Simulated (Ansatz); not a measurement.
Cr (bcc, W type)

```yaml
crystal:
  lattice:
    - [-1.41466, 1.41466, 1.41466]
    - [1.41466, -1.41466, 1.41466]
    - [1.41466, 1.41466, -1.41466]
  atoms:
    - { symbol: Cr, position: [0.00000, 0.00000, 0.00000] }
```

E(V) scan at fixed shape, V₀ the volume above. Symmetry pins the atoms to their sites.

These are r2SCAN (plane waves to 500 eV, PAW, scalar-relativistic; Ansatz, a program for electronic structure) values and carry that method's errors. k mesh 23×23×23 (Γ-centred), Fermi-Dirac smearing 0.05 eV. E stands for the smeared free energy. Cr is run without spin polarisation. Cr was relaxed with its symmetry unable to fall. Real Cr orders magnetically; this run has no moments, which shifts volume and moduli. The zero of ΔE is the relaxed starting cell.

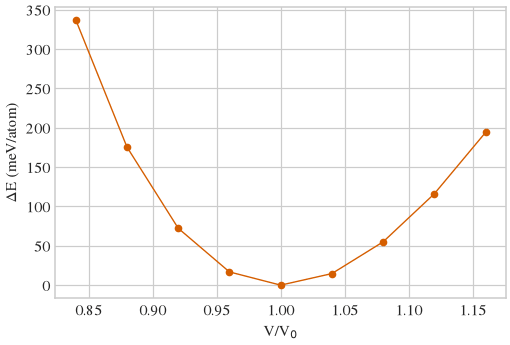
Figure. ΔE (meV/atom) against V/V₀; markers are the computed points, lines only join them.

Task: What is ΔE at V/V₀ = 1.160?

Result: About 190 meV/atom.

Task: What is ΔE at V/V₀ = 0.840?

Result: About 340 meV/atom.

Task: What bulk modulus B₀ follows from a third-order Birch-Murnaghan fit?

Result: About 280 GPa.

(Under strain, the slope of the energy per volume gives the stress and its curvature an elastic modulus.)
